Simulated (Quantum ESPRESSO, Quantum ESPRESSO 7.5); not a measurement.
# Li(100), 5 layers: cutoff convergence

Aim: how far one choice must go before the vacuum level and the energy of Li(100), 5 layers stand still, and what it costs.

Calculated with Quantum ESPRESSO 7.5; plane-wave DFT, PBE, SG15 norm-conserving pseudopotentials.

## Step 1: The starting structure

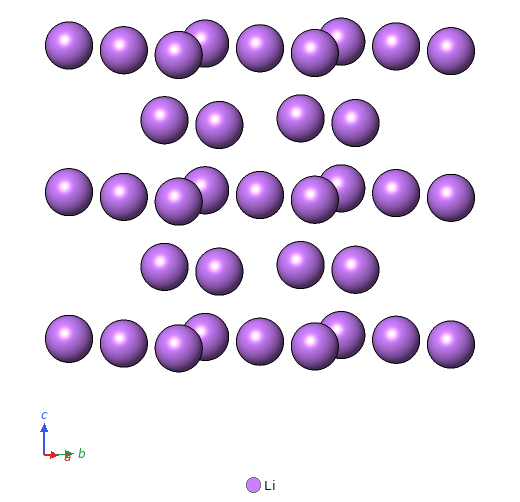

The cell as given, from the side, with the c axis up (lithium purple). 2×2×1 cells are drawn. Some periodic images of atoms are drawn too.

The cell holds 5 atoms: 5 Li. Its edges and angles: a = 3.490 Å, b = 3.490 Å, c = 22.980 Å, α = 90.0°, β = 90.0°, γ = 90.0°. It derives from Li. Vacuum lies along c.

## Step 2: Self-consistent run: ecutwfc 90 Ry, ecutrho 360 Ry

The first run is the reference of the series.

c0.in

```
&control
  prefix = 'c0'
  outdir = './out'
  pseudo_dir = './pseudo'
  calculation = 'scf'
  tprnfor = .true.
/
&system
  ibrav = 0
  nat = 5
  ntyp = 1
  ecutwfc = 90
  ecutrho = 360
  occupations = 'smearing'
  smearing = 'mv'
  degauss = 0.02
  assume_isolated = 'esm'
  esm_bc = 'bc1'
/
&electrons
  conv_thr = 1e-07
  mixing_beta = 0.4
  electron_maxstep = 120
  mixing_mode = 'local-TF'
/
ATOMIC_SPECIES
  Li  6.9400  Li_ONCV_PBE-1.2.upf
CELL_PARAMETERS angstrom
  3.49000000000000 0.00000000000000 0.00000000000000
  0.00000000000000 3.49000000000000 0.00000000000000
  0.00000000000000 0.00000000000000 22.98000000000000
ATOMIC_POSITIONS crystal
  Li  0.000000000000 0.000000000000 -0.151871192341
  Li  0.500000000000 0.500000000000 -0.075935596171
  Li  0.000000000000 0.000000000000 0.000000000000
  Li  0.500000000000 0.500000000000 0.075935596171
  Li  0.000000000000 0.000000000000 0.151871192341
K_POINTS automatic
  8 8 1 0 0 0
```

The run is started by

```console
> OMP_NUM_THREADS=1 mpirun -n 4 pw.x -nk 4 -in c0.in > c0.out
```

Log:

```text
Program PWSCF v.7.5 starts
[citation notice left out]

     Parallel version (MPI & OpenMP), running on       4 processor cores
     Number of MPI processes:                 4
     Threads/MPI process:                     1

     MPI processes distributed on     1 nodes
[...]
Current dimensions of program PWSCF are:
     Max number of different atomic species (ntypx) = 10
     Max number of k-points (npk) =  40000
     Max angular momentum in pseudopotentials (lmaxx) =  4
     Message from routine setup:
     using ibrav=0 with symmetry is DISCOURAGED, use correct ibrav instead

     K-points division:     npool     =       4
     Subspace diagonalization in iterative solution of the eigenvalue problem:
     a serial algorithm will be used

     G-vector sticks info
     --------------------
     sticks:   dense  smooth     PW     G-vecs:    dense   smooth      PW
     Sum        1237    1237    357               217707   217707   33481

     Using Slab Decomposition

     bravais-lattice index     =            0
     lattice parameter (alat)  =       6.5951  a.u.
     unit-cell volume          =    1888.8500 (a.u.)^3
     number of atoms/cell      =            5
     number of atomic types    =            1
     number of electrons       =        15.00
     number of Kohn-Sham states=           12
     kinetic-energy cutoff     =      90.0000  Ry
     charge density cutoff     =     360.0000  Ry
     scf convergence threshold =      1.0E-07
     mixing beta               =       0.4000
     number of iterations used =            8  local-TF  mixing
     Exchange-correlation= PBE
                           (   1   4   3   4   0   0   0)

     Effective Screening Medium Method
     =================================
     Boundary Conditions: Vacuum-Slab-Vacuum
     total charge in unit cell        =   0.0000
     grid points for fit at edges     =        4

     celldm(1)=   6.595144  celldm(2)=   0.000000  celldm(3)=   0.000000
     celldm(4)=   0.000000  celldm(5)=   0.000000  celldm(6)=   0.000000

     crystal axes: (cart. coord. in units of alat)
               a(1) = (   1.000000   0.000000   0.000000 )
               a(2) = (   0.000000   1.000000   0.000000 )
               a(3) = (   0.000000   0.000000   6.584527 )

     reciprocal axes: (cart. coord. in units 2 pi/alat)
               b(1) = (  1.000000  0.000000  0.000000 )
               b(2) = (  0.000000  1.000000  0.000000 )
               b(3) = (  0.000000  0.000000  0.151871 )

     PseudoPot. # 1 for Li read from file:
     ./pseudo/Li_ONCV_PBE-1.2.upf
     Pseudo is Norm-conserving, Zval =  3.0
     Generated using ONCVPSP code by D. R. Hamann
     Using radial grid of  602 points,  4 beta functions with:
                l(1) =   0
                l(2) =   0
                l(3) =   1
                l(4) =   1

     atomic species   valence    mass     pseudopotential
     Li                3.00     6.94000     Li( 1.00)

     16 Sym. Ops., with inversion, found

   Cartesian axes

     site n.     atom                  positions (alat units)
         1        Li     tau(   1) = (   0.0000000   0.0000000  -1.0000000  )
         2        Li     tau(   2) = (   0.5000000   0.5000000  -0.5000000  )
         3        Li     tau(   3) = (   0.0000000   0.0000000   0.0000000  )
         4        Li     tau(   4) = (   0.5000000   0.5000000   0.5000000  )
         5        Li     tau(   5) = (   0.0000000   0.0000000   1.0000000  )

     number of k points=    15  Marzari-Vanderbilt smearing, width (Ry)=  0.0200
                       cart. coord. in units 2pi/alat
        k(    1) = (   0.0000000   0.0000000   0.0000000), wk =   0.0312500
        k(    2) = (   0.0000000   0.1250000   0.0000000), wk =   0.1250000
        k(    3) = (   0.0000000   0.2500000   0.0000000), wk =   0.1250000
        k(    4) = (   0.0000000   0.3750000   0.0000000), wk =   0.1250000
        k(    5) = (   0.0000000  -0.5000000   0.0000000), wk =   0.0625000
        k(    6) = (   0.1250000   0.1250000   0.0000000), wk =   0.1250000
        k(    7) = (   0.1250000   0.2500000   0.0000000), wk =   0.2500000
        k(    8) = (   0.1250000   0.3750000   0.0000000), wk =   0.2500000
        k(    9) = (   0.1250000  -0.5000000   0.0000000), wk =   0.1250000
        k(   10) = (   0.2500000   0.2500000   0.0000000), wk =   0.1250000
[...]
k(   15) = (  -0.5000000  -0.5000000   0.0000000), wk =   0.0312500

     Dense  grid:   217707 G-vectors     FFT dimensions: (  40,  40, 270)

     Estimated max dynamical RAM per process >     255.17 MB

     Estimated total dynamical RAM >     861.21 MB

     Initial potential from superposition of free atoms

     starting charge      14.4362, renormalised to      15.0000

     negative rho (up, down):  6.528E-04 0.000E+00
     Starting wfcs are random

     total cpu time spent up to now is        2.3 secs

     per-process dynamical memory:   133.2 Mb

     Self-consistent Calculation

     iteration #  1     ecut=    90.00 Ry     beta= 0.40
     Davidson diagonalization with overlap
     ethr =  1.00E-02,  avg # of iterations = 35.3

     Threshold (ethr) on eigenvalues was too large:
     Diagonalizing with lowered threshold

     Davidson diagonalization with overlap
     ethr =  7.75E-04,  avg # of iterations = 12.1

     total cpu time spent up to now is       25.6 secs

     total energy              =     -71.18193098 Ry
     estimated scf accuracy    <       0.23595406 Ry

     iteration #  2     ecut=    90.00 Ry     beta= 0.40
[...]
total energy              =     -71.14647652 Ry
     estimated scf accuracy    <       0.12533910 Ry

     iteration #  3     ecut=    90.00 Ry     beta= 0.40
[...]
total energy              =     -71.16074643 Ry
     estimated scf accuracy    <       0.00582282 Ry

     iteration #  4     ecut=    90.00 Ry     beta= 0.40
[...]
c_bands:  1 eigenvalues not converged
     c_bands:  2 eigenvalues not converged
     c_bands:  1 eigenvalues not converged
[...]
total energy              =     -71.18200022 Ry
     estimated scf accuracy    <       0.00249520 Ry

     iteration #  5     ecut=    90.00 Ry     beta= 0.40
[...]
c_bands:  2 eigenvalues not converged
     c_bands:  1 eigenvalues not converged
[...]
total energy              =     -71.18284637 Ry
     estimated scf accuracy    <       0.00133967 Ry

     iteration #  6     ecut=    90.00 Ry     beta= 0.40
[...]
total energy              =     -71.18242377 Ry
     estimated scf accuracy    <       0.00364773 Ry

     iteration #  7     ecut=    90.00 Ry     beta= 0.40
[...]
total energy              =     -71.18250990 Ry
     estimated scf accuracy    <       0.00082687 Ry

     iteration #  8     ecut=    90.00 Ry     beta= 0.40
[...]
negative rho (up, down):  5.761E-06 0.000E+00

[...]
total energy              =     -71.18225239 Ry
     estimated scf accuracy    <       0.00058156 Ry

     iteration #  9     ecut=    90.00 Ry     beta= 0.40
[...]
negative rho (up, down):  8.753E-08 0.000E+00

[...]
total energy              =     -71.18233188 Ry
     estimated scf accuracy    <       0.00033833 Ry

     iteration # 10     ecut=    90.00 Ry     beta= 0.40
[...]
negative rho (up, down):  6.143E-07 0.000E+00

[...]
total energy              =     -71.18226691 Ry
     estimated scf accuracy    <       0.00010119 Ry

     iteration # 11     ecut=    90.00 Ry     beta= 0.40
[...]
negative rho (up, down):  9.286E-05 0.000E+00

[...]
total energy              =     -71.18230054 Ry
     estimated scf accuracy    <       0.00000890 Ry

     iteration # 12     ecut=    90.00 Ry     beta= 0.40
[...]
total energy              =     -71.18232751 Ry
     estimated scf accuracy    <       0.00001020 Ry

     iteration # 13     ecut=    90.00 Ry     beta= 0.40
[...]
negative rho (up, down):  9.892E-08 0.000E+00

[...]
total energy              =     -71.18232501 Ry
     estimated scf accuracy    <       0.00000104 Ry

     iteration # 14     ecut=    90.00 Ry     beta= 0.40
[...]
c_bands:  1 eigenvalues not converged
[...]
End of self-consistent calculation

          k = 0.0000 0.0000 0.0000 ( 27099 PWs)   bands (ev):

   -50.2609 -50.2609 -49.5596 -49.5282 -49.5258  -6.2299  -5.4885  -4.3047
    -3.0247  -1.7732  -0.4227  -0.1089

          k = 0.0000 0.1250 0.0000 ( 27144 PWs)   bands (ev):

   -50.2607 -50.2607 -49.5590 -49.5280 -49.5260  -6.0841  -5.3423  -4.1565
    -2.8719  -1.6184  -0.2769   0.0612

          k = 0.0000 0.2500 0.0000 ( 27230 PWs)   bands (ev):

   -50.2603 -50.2603 -49.5575 -49.5276 -49.5266  -5.6453  -4.9054  -3.7247
    -2.4632  -1.3608  -0.5292  -0.1723

          k = 0.0000 0.3750 0.0000 ( 27220 PWs)   bands (ev):

   -50.2599 -50.2599 -49.5560 -49.5273 -49.5272  -4.9101  -4.1868  -3.0797
    -2.5518  -2.3037  -0.7976  -0.4636

          k = 0.0000-0.5000 0.0000 ( 27244 PWs)   bands (ev):

   -50.2597 -50.2597 -49.5554 -49.5276 -49.5270  -3.9111  -3.8387  -3.3083
    -3.1274  -2.6183  -0.7809  -0.4460

          k = 0.1250 0.1250 0.0000 ( 27178 PWs)   bands (ev):

   -50.2605 -50.2605 -49.5585 -49.5278 -49.5262  -5.9383  -5.1955  -4.0066
    -2.7155  -1.4569  -0.1157   0.2461

[...]
the Fermi energy is    -2.9231 ev

!    total energy              =     -71.18232533 Ry
     estimated scf accuracy    <       0.00000005 Ry
     smearing contrib. (-TS)   =      -0.00150841 Ry
     internal energy E=F+TS    =     -71.18081692 Ry

     The total energy is F=E-TS. E is the sum of the following terms:
     one-electron contribution =     306.42427213 Ry
     hartree contribution      =    -161.93052056 Ry
     xc contribution           =     -16.12341370 Ry
     ewald contribution        =    -199.55115479 Ry

     convergence has been achieved in  14 iterations

     Forces acting on atoms (cartesian axes, Ry/au):

     atom    1 type  1   force =     0.00000000    0.00000000   -0.00070291
     atom    2 type  1   force =     0.00000000    0.00000000    0.00262748
     atom    3 type  1   force =     0.00000000    0.00000000    0.00000000
     atom    4 type  1   force =     0.00000000    0.00000000   -0.00262748
     atom    5 type  1   force =     0.00000000    0.00000000    0.00070291

     Total force =     0.003846     Total SCF correction =     0.000351

[...]
=------------------------------------------------------------------------------=
   JOB DONE.
=------------------------------------------------------------------------------=
[...]
```

Elapsed: 85 s, on 4 MPI ranks of Intel Xeon Platinum 8488C (Sapphire Rapids), shared host; peak memory 0.88 GiB; 5.6 min of CPU time.

This step gave:

```
free energy                                                    : -968.4849 eV
Fermi energy                                                   : -2.923 eV
vacuum line at the lower end of the cell, over the Fermi level : 2.923 eV
vacuum line at the upper end of the cell, over the Fermi level : 2.923 eV
```

The potential energy, planar mean oscillates, so the rows of the table below give means over windows of 1.7 Å about each position, cut where the curve ends. Its maxima inside the range that stand out by 2 % of the span (Å: eV): -2.5: 0.601, -0.8: 0.648, 0.8: 0.648, 2.5: 0.601. Its minima: -3.5: -2.38, -1.7: -2.00, 0.0: -2.04, 1.7: -2.00, 3.5: -2.38.

Electrostatic potential energy of an electron; zero at the Fermi level. The potential energy, planar mean by z; means over each step:

| z (Å) | potential energy, planar mean (eV) |
| --- | --- |
| -10.64 | 2.92 |
| -8.94 | 2.92 |
| -7.24 | 2.91 |
| -5.54 | 2.60 |
| -3.84 | -0.376 |
| -2.14 | -0.473 |
| -0.44 | -0.448 |
| 1.26 | -0.439 |
| 2.96 | -0.602 |
| 4.66 | 1.52 |
| 6.36 | 2.85 |
| 8.06 | 2.92 |
| 9.76 | 2.92 |

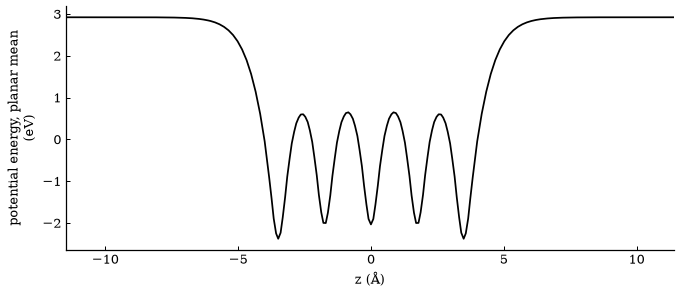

Potential energy, planar mean against z.

The program's own clock; routines nest. Time by routine:

| routine | wall time (s) | calls |
| --- | --- | --- |
| PWSCF | 84.09 | 1 |
| electrons | 81.37 | 1 |
| c_bands | 56.99 | 15 |
| cegterg | 41.47 | 64 |
| h_psi | 35.15 | 695 |
| vloc_psi | 30.24 | 695 |
| fftw | 26.24 | 8916 |
| mix_rho | 17.38 | 15 |
| ffts | 5.68 | 1276 |
| sum_band | 4.01 | 15 |
| calbec | 2.57 | 711 |
| h_psi:calbec | 2.49 | 695 |
| v_of_rho | 2.34 | 15 |
| init_run | 2.22 | 1 |

The vacuum levels are read from the outermost 0.7 Å of the cell on either side.

The run needed 14 iterations to bring the estimated error under 1e-07 Ry; the largest force on any atom, held or free, is 0.07 eV/Å.

Inside the slab this potential holds the local part of the pseudopotentials, which can be repulsive at the nuclei; only its value in the vacuum has a meaning of its own.

## Step 3: Self-consistent run: ecutwfc 75 Ry, ecutrho 300 Ry

c1.in, as its differences from the input of step 2:

```diff
@@ -1,3 +1,3 @@
 &control
-  prefix = 'c0'
+  prefix = 'c1'
   outdir = './out'
@@ -11,4 +11,4 @@
   ntyp = 1
-  ecutwfc = 90
-  ecutrho = 360
+  ecutwfc = 75
+  ecutrho = 300
   occupations = 'smearing'
```

The run is started by

```console
> OMP_NUM_THREADS=1 mpirun -n 4 pw.x -nk 4 -in c1.in > c1.out
```

Log:

```text
[banner, memory and clock lines left out]
Program PWSCF v.7.5 starts
[...]
Message from routine setup:
[...]
number of electrons       =        15.00
     number of Kohn-Sham states=           12
     kinetic-energy cutoff     =      75.0000  Ry
     charge density cutoff     =     300.0000  Ry
[...]
number of k points=    15  Marzari-Vanderbilt smearing, width (Ry)=  0.0200
[...]
Dense  grid:   165807 G-vectors     FFT dimensions: (  40,  40, 240)
[...]
negative rho (up, down):  7.983E-04 0.000E+00
     Starting wfcs are random
[...]
negative rho (up, down):  2.023E-04 0.000E+00
[...]
estimated scf accuracy    <       0.16997319 Ry
[...]
negative rho (up, down):  2.815E-04 0.000E+00
[...]
estimated scf accuracy    <       0.11223171 Ry
[...]
negative rho (up, down):  8.691E-06 0.000E+00
[...]
estimated scf accuracy    <       0.03724834 Ry
[...]
estimated scf accuracy    <       0.00551431 Ry
[...]
estimated scf accuracy    <       0.00470234 Ry
[...]
estimated scf accuracy    <       0.00376420 Ry
[...]
estimated scf accuracy    <       0.00273845 Ry
[...]
estimated scf accuracy    <       0.00188455 Ry
[...]
negative rho (up, down):  1.878E-05 0.000E+00
[...]
estimated scf accuracy    <       0.00045948 Ry
[...]
negative rho (up, down):  6.230E-04 0.000E+00
[...]
estimated scf accuracy    <       0.00011090 Ry
[...]
negative rho (up, down):  1.862E-04 0.000E+00
[...]
estimated scf accuracy    <       0.00005077 Ry
[...]
negative rho (up, down):  2.181E-04 0.000E+00
[...]
estimated scf accuracy    <       0.00002550 Ry
[...]
negative rho (up, down):  1.187E-06 0.000E+00
[...]
estimated scf accuracy    <       0.00000706 Ry
[...]
negative rho (up, down):  5.811E-06 0.000E+00
[...]
estimated scf accuracy    <       0.00000013 Ry
[...]
the Fermi energy is    -2.9238 ev
!    total energy              =     -71.18225241 Ry
     estimated scf accuracy    <       0.00000005 Ry
     smearing contrib. (-TS)   =      -0.00150815 Ry
     internal energy E=F+TS    =     -71.18074426 Ry
[...]
one-electron contribution =     306.42629776 Ry
     hartree contribution      =    -161.93267021 Ry
     xc contribution           =     -16.12321702 Ry
     ewald contribution        =    -199.55115479 Ry
     convergence has been achieved in  15 iterations
[...]
Total force =     0.003937     Total SCF correction =     0.000135
[...]
```

Wall time 69 s (4 MPI ranks); peak memory 0.73 GiB; 4.6 min of CPU time.

This step gave:

* free energy: -968.4839 eV
* Fermi energy: -2.924 eV
* vacuum line at the lower end of the cell, over the Fermi level: 2.924 eV
* vacuum line at the upper end of the cell, over the Fermi level: 2.924 eV

The program's own clock; routines nest. Time by routine:

| routine | wall time (s) | calls |
| --- | --- | --- |
| PWSCF | 67.85 | 1 |
| electrons | 64.49 | 1 |
| c_bands | 41.1 | 15 |
| cegterg | 33.81 | 64 |
| h_psi | 29.54 | 698 |
| vloc_psi | 25.68 | 698 |
| fftw | 22.34 | 8866 |
| mix_rho | 17.02 | 15 |
| ffts | 5.69 | 1521 |
| sum_band | 3.36 | 15 |
| init_run | 2.94 | 1 |
| v_of_rho | 2.49 | 16 |
| calbec | 2.05 | 714 |
| h_psi:calbec | 1.99 | 698 |

Counted from each run's own zero (the Fermi level), the vacuum level differs from the first run's by +1 meV.

## Step 4: Ground state: ecutwfc 60 Ry, ecutrho 240 Ry

c2.in, as its differences from the input of step 3:

```diff
@@ -1,3 +1,3 @@
 &control
-  prefix = 'c1'
+  prefix = 'c2'
   outdir = './out'
@@ -11,4 +11,4 @@
   ntyp = 1
-  ecutwfc = 75
-  ecutrho = 300
+  ecutwfc = 60
+  ecutrho = 240
   occupations = 'smearing'
```

The run is started by

```console
> OMP_NUM_THREADS=1 mpirun -n 4 pw.x -nk 4 -in c2.in > c2.out
```

Log:

```text
[banner, memory and clock lines left out]
Program PWSCF v.7.5 starts
[...]
Message from routine setup:
[...]
number of electrons       =        15.00
     number of Kohn-Sham states=           12
     kinetic-energy cutoff     =      60.0000  Ry
     charge density cutoff     =     240.0000  Ry
[...]
number of k points=    15  Marzari-Vanderbilt smearing, width (Ry)=  0.0200
[...]
Dense  grid:   118499 G-vectors     FFT dimensions: (  36,  36, 216)
[...]
negative rho (up, down):  5.552E-04 0.000E+00
     Starting wfcs are random
[...]
negative rho (up, down):  4.535E-06 0.000E+00
[...]
estimated scf accuracy    <       0.18360050 Ry
[...]
negative rho (up, down):  5.996E-05 0.000E+00
[...]
estimated scf accuracy    <       0.11015346 Ry
[...]
negative rho (up, down):  1.859E-06 0.000E+00
[...]
estimated scf accuracy    <       0.01578565 Ry
[...]
estimated scf accuracy    <       0.00498126 Ry
[...]
estimated scf accuracy    <       0.00590666 Ry
[...]
estimated scf accuracy    <       0.00214624 Ry
[...]
estimated scf accuracy    <       0.00205768 Ry
[...]
estimated scf accuracy    <       0.00167891 Ry
[...]
estimated scf accuracy    <       0.00072584 Ry
[...]
negative rho (up, down):  3.757E-04 0.000E+00
[...]
estimated scf accuracy    <       0.00021174 Ry
[...]
negative rho (up, down):  6.694E-07 0.000E+00
[...]
estimated scf accuracy    <       0.00017941 Ry
[...]
negative rho (up, down):  3.118E-07 0.000E+00
[...]
estimated scf accuracy    <       0.00007266 Ry
[...]
negative rho (up, down):  4.995E-05 0.000E+00
[...]
estimated scf accuracy    <       0.00002851 Ry
[...]
negative rho (up, down):  4.765E-05 0.000E+00
[...]
estimated scf accuracy    <       0.00001847 Ry
[...]
negative rho (up, down):  6.856E-05 0.000E+00
[...]
estimated scf accuracy    <       0.00001881 Ry
[...]
negative rho (up, down):  1.313E-05 0.000E+00
[...]
estimated scf accuracy    <       0.00000129 Ry
[...]
negative rho (up, down):  1.737E-05 0.000E+00
[...]
estimated scf accuracy    <       0.00000057 Ry
[...]
negative rho (up, down):  9.597E-06 0.000E+00
[...]
estimated scf accuracy    <       0.00000030 Ry
[...]
negative rho (up, down):  1.352E-06 0.000E+00
[...]
estimated scf accuracy    <       0.00000015 Ry
[...]
the Fermi energy is    -2.9215 ev
!    total energy              =     -71.18165267 Ry
     estimated scf accuracy    <       0.00000004 Ry
     smearing contrib. (-TS)   =      -0.00150930 Ry
     internal energy E=F+TS    =     -71.18014337 Ry
[...]
one-electron contribution =     306.42690718 Ry
     hartree contribution      =    -161.93360447 Ry
     xc contribution           =     -16.12229129 Ry
     ewald contribution        =    -199.55115479 Ry
     convergence has been achieved in  20 iterations
[...]
Total force =     0.004054     Total SCF correction =     0.000236
[...]
```

Run time: 56 s. Hardware: 4 MPI ranks; peak memory 0.56 GiB; 3.7 min of CPU time.

Numbers from this step:

| Quantity | Value |
| --- | --- |
| free energy | -968.4757 eV |
| Fermi energy | -2.921 eV |
| vacuum line at the lower end of the cell, over the Fermi level | 2.921 eV |
| vacuum line at the upper end of the cell, over the Fermi level | 2.921 eV |

The program's own clock; routines nest. Time by routine:

| routine | wall time (s) | calls |
| --- | --- | --- |
| PWSCF | 55.72 | 1 |
| electrons | 53.38 | 1 |
| c_bands | 29.26 | 20 |
| cegterg | 23.13 | 84 |
| h_psi | 19.79 | 709 |
| mix_rho | 18.35 | 20 |
| vloc_psi | 16.91 | 709 |
| fftw | 14.45 | 9538 |
| ffts | 6.75 | 2137 |
| sum_band | 2.83 | 20 |
| v_of_rho | 2.23 | 21 |
| init_run | 1.75 | 1 |
| calbec | 1.53 | 725 |
| h_psi:calbec | 1.49 | 709 |

Counted from each run's own zero (the Fermi level), the vacuum level differs from the first run's by -2 meV.

(Continued in part 2 of 2.)

[Logs are printed without paths, hosts, clocks, repeated set-up lines and the standing remarks that a program may print on its own settings, such as how far it seeks lower states.]

[Hosts, paths, dates, database ids (printed as entryN), source tags and the programs' standing remarks are cut or masked in the printed files.]

[Maps of the electrostatic potential energy from Ansatz leave out the sawtooth potential of an applied field or a dipole correction, so their vacuum need not be flat; planar profiles and work functions include it.]
